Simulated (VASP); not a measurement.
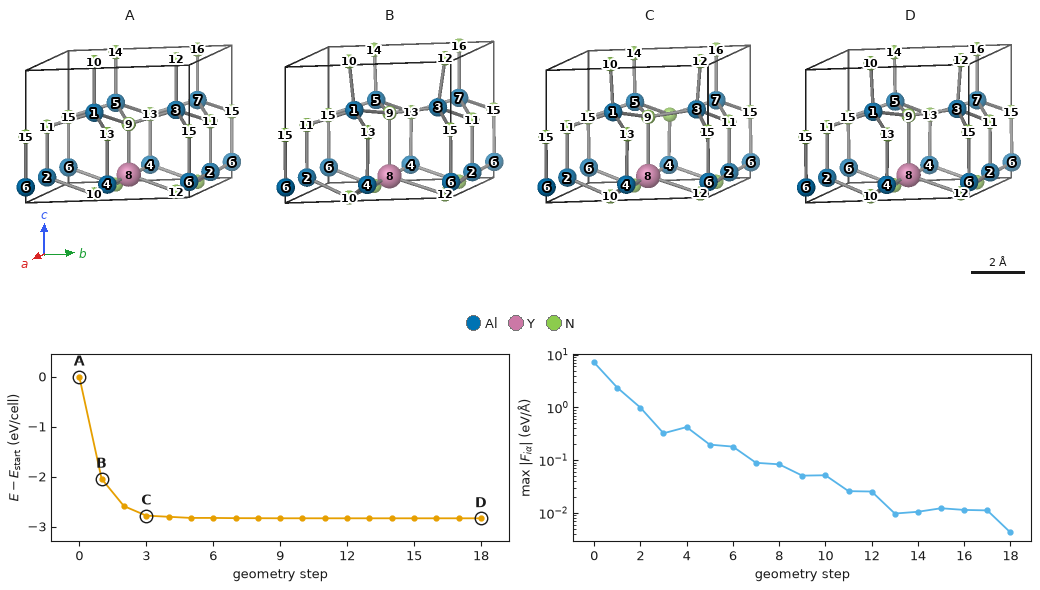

Frames of a relaxation of solid YAl₇N₈ (a generated structure, set up in P3m1), marked on the history of the run. The picture is a ball-and-stick view of the cell of the calculation (origin shifted), seen slightly off an axis.

The run lets cell and atoms move.

All numbers below come from Kohn-Sham DFT of a periodic cell, PBE, VASP PAW PBE potentials, recommended in VASP.

Input file:
```
SYSTEM = YAl7N8
PREC     = Accurate       ! precision mode
ENCUT    = 600            ! plane-wave cutoff, eV
EDIFF    = 1E-6           ! SCF threshold, eV
ISMEAR   = 0              ! smearing method
SIGMA    = 0.05           ! smearing width, eV
LREAL    = .False.        ! projectors in reciprocal space
LASPH    = .True.         ! aspherical terms in the spheres
NELM     = 60             ! most SCF steps
ALGO     = Normal         ! electronic algorithm
ISIF     = 3              ! what is computed and relaxed
LWAVE    = .False.        ! write WAVECAR
LCHARG   = .False.        ! write CHGCAR
GGA      = PE             ! functional
IBRION   = 2              ! ionic algorithm
NSW      = 40             ! ionic steps
EDIFFG   = -0.005         ! ionic threshold
```

Launched with:
```bash
cat potpaw_PBE.64/Al/POTCAR potpaw_PBE.64/Y_sv/POTCAR potpaw_PBE.64/N/POTCAR > POTCAR
mpirun -np 1 vasp_std > vasp.out
```

What happens along the run?

The energy falls by 2.834 eV per cell of the calculation in 18 geometry steps. The largest force component goes from 7.1 to 0.0043 eV/Å. Pressure: 5.08 GPa at the start and −0.01 GPa at the end. The largest move relative to the cell is that of N9, 0.31 Å along +c. By element the largest moves are N 0.31 Å, Al 0.06 Å, Y 0.02 Å. The drawn cell changes at constant volume: a = b 6.460 → 6.441 Å (−0.3 %), c 5.080 → 5.108 Å (+0.5 %). Among the contacts that change: Y8–N9 1.941 → 2.289 Å, Y8–N9 (another image) 3.139 → 2.819 Å, Y8–N10 1.959 → 2.153 Å, Al2–N10 1.959 → 1.870 Å. Bond angles that change, for instance: N12–Al6–N14 111.1° → 100.6°, Al1–N9–Y8 107.8° → 99.3°, Al1–N9–Y8 72.2° → 80.7°. The space group stays P3m1 (No. 156). From step 0 to 1: N9 moves most (0.35 Å), volume +5.4 %, energy −2.044 eV per cell of the calculation. From step 1 to 3: N atoms move most (0.09 Å), volume −6.8 %, energy −0.736 eV per cell of the calculation. From step 3 to 18: N9 moves most (0.04 Å), volume +1.8 %, energy −53.8 meV per cell of the calculation.
